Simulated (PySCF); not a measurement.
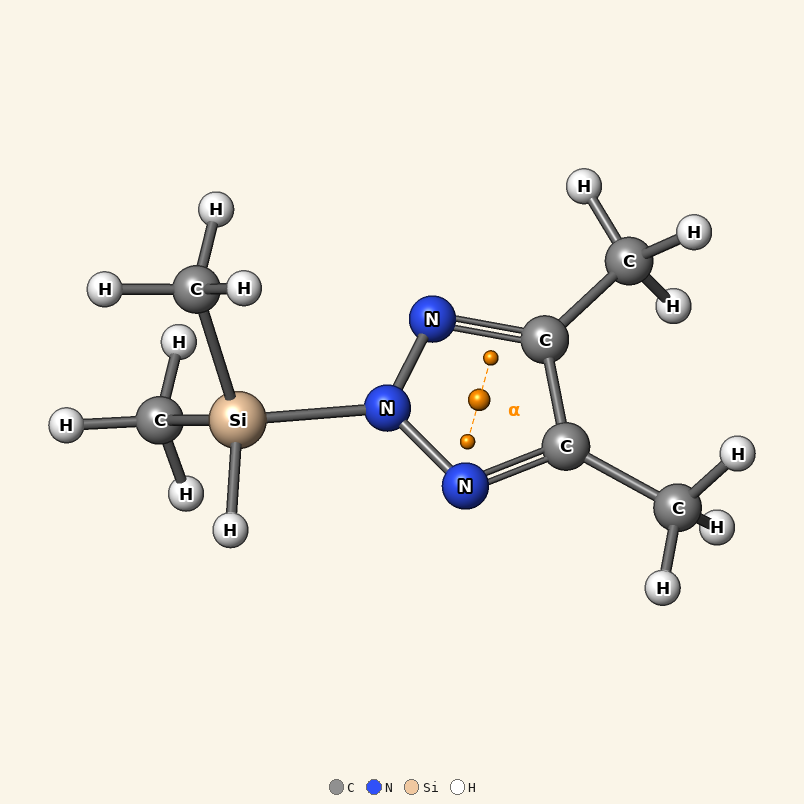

The small points mark where nucleus-independent chemical shifts (NICS) were computed: at the centre of each lettered ring and 1 Å above and below it. Computed geometry: GFN2-xTB optimisation. No frequency run is at hand to confirm it as a minimum. Level of theory: GIAO PBE0/pcSseg-1 NMR shielding, non-relativistic, gas phase (PySCF 2.14.0).

Give NICS(0), NICS(1) and the out-of-plane component NICS(1)zz for each ring (means of the two sides).

```
ring  members  NICS(0)  NICS(1)  NICS(1)zz
   α     C2N3    −11.6    −13.1      −31.4
```

Values in ppm.

Question. What do the values say about the ring currents?

Answer. Ring α: diatropic, as in an aromatic ring. NICS is one index among several.

The geometry is semi-empirical. Around Si such bond lengths and angles can be off by a tenth of an ångström or more and by several degrees, and values that hang on the shape move with them.
